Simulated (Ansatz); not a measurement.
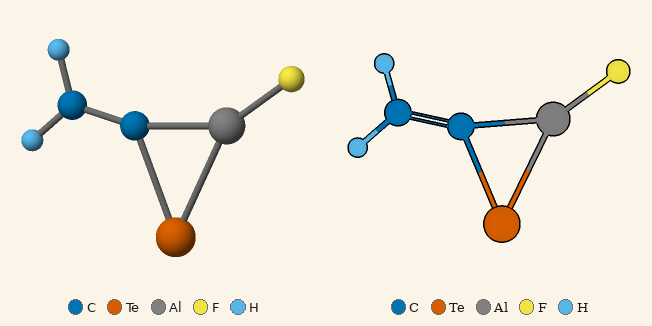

Two views of one molecule.

The computed structure is the end point of a PBE0-D4/def2-TZVP optimisation.

Question: Which formula does it have?

Answer: C2H2AlFTe, 7 atoms: 2 carbon, 2 hydrogen, 1 aluminium, 1 fluorine and 1 tellurium.

Question: Give a SMILES string for it.

Answer: C=[C]1[Te][Al]1[F]

The parts below concern this one geometry. Atoms keep their numbers from picture to picture.

Shape

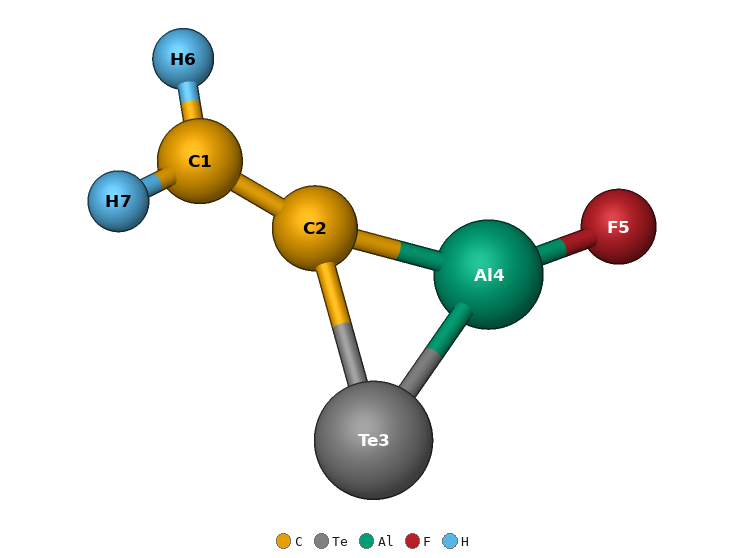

Give the bond lengths.

| bond | length (Å) |
| --- | --- |
| C1–C2 | 1.321 |
| C1–H6 | 1.088 |
| C1–H7 | 1.086 |
| C2–Te3 | 2.259 |
| C2–Al4 | 1.876 |
| Te3–Al4 | 2.431 |
| Al4–F5 | 1.637 |

Thermal motion

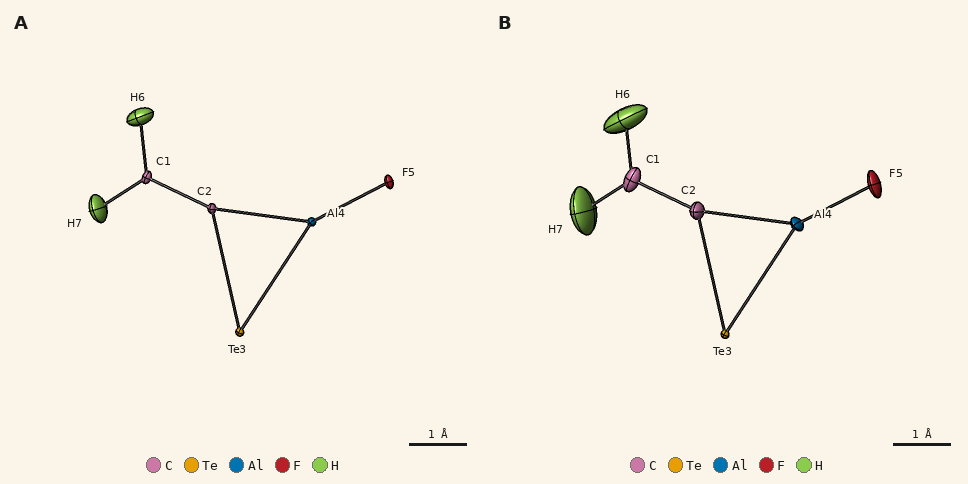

Displacement ellipsoids at the 50 % level, from the internal vibrations of the free molecule (harmonic, no overall translation or rotation; no half-axis is drawn under 0.075 Å). Vibrations computed with RKS PBE0-D4/def2-TZVP, core potentials on Te (Ansatz 0.2.0). One panel is for 200 K, the other for 900 K.

Question: Which panel is for 900 K?

Answer: B.

Question: How much does the mean-square displacement of F5 grow, and why?

Answer: U_eq goes from 0.0040 to 0.0156 Å², a factor of 3.9. Modes below kT (626 cm⁻¹ at 900 K) grow about in proportion to T, and the lowest lies at 149 cm⁻¹; the mean-square amplitude of a mode is its zero-point value times coth(ħω/2kT), which comes close to 1 only above about 3kT.

Electronic properties

Level of theory: RKS PBE0-D4/def2-SVP, core potentials on Te (Ansatz 0.2.0).

What does the calculation give?

- HOMO energy (Kohn–Sham orbital): −6.29 eV
- LUMO energy (Kohn–Sham orbital): −1.91 eV
- HOMO–LUMO gap: 4.38 eV
- dispersion correction: −16.3 kJ/mol

Dipole moment

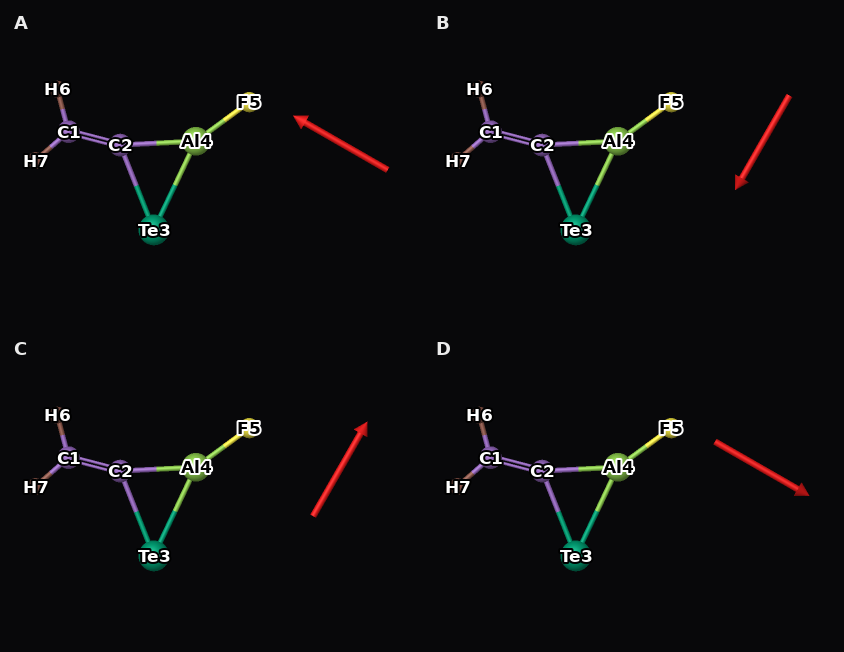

The same molecule four times, each with an arrow. Properties computed with RKS B3LYP-D4/def2-TZVPP, core potentials on Te (Ansatz 0.2.0).

Question: Which arrow points along the dipole moment, from the negative to the positive end?

Answer: A. The dipole moment is 0.81 D; it points from the side of F5 to the side of H6 (the outermost atoms at the two ends).

Charges

The questions are on Mulliken charges. Method: RKS ωB97M-V/def2-TZVPP, core potentials on Te (Ansatz 0.2.0).

List the Mulliken charges.

| atom | value (e) |
| --- | --- |
| C1 | −0.16 |
| C2 | −0.27 |
| Te3 | −0.04 |
| Al4 | 0.53 |
| F5 | −0.30 |
| H6 | 0.11 |
| H7 | 0.12 |

Mulliken values depend strongly on the basis set and can even reverse the polarity of a bond.
